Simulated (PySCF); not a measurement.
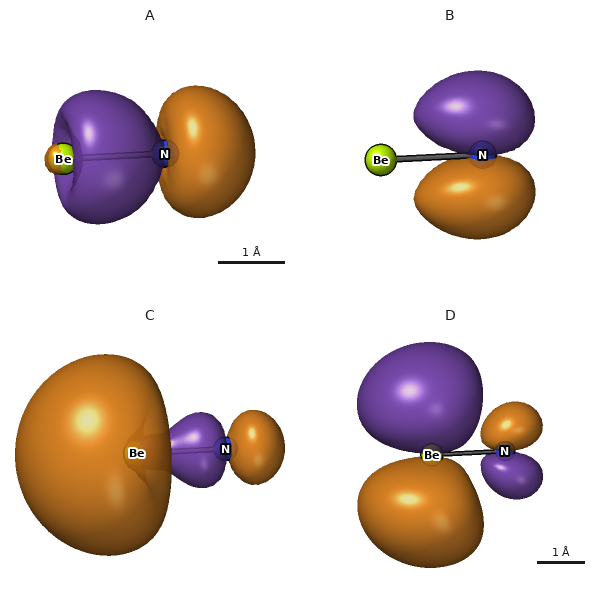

The picture shows: BeN (quartet). Four frontier α-spin orbitals, each drawn at the value that holds 80 % of its norm (orange and purple are the two phases), in no order; of a degenerate pair one member is drawn.

Theory: PBE0/6-31G(d,p), non-relativistic, at a bond length of 1.609 Å (PySCF).

> Label each orbital by symmetry, say whether it is occupied, and order them by energy.

Orbital B: π, occupied in this spin, −9.33 eV; mainly on N (85 %).
Orbital A: σ, occupied in this spin, −9.29 eV; mainly on N (80 %).
Orbital C: σ, occupied in this spin, −6.04 eV; mainly on Be (90 %).
Orbital D: π, empty in this spin, −0.48 eV; mainly on Be (85 %).
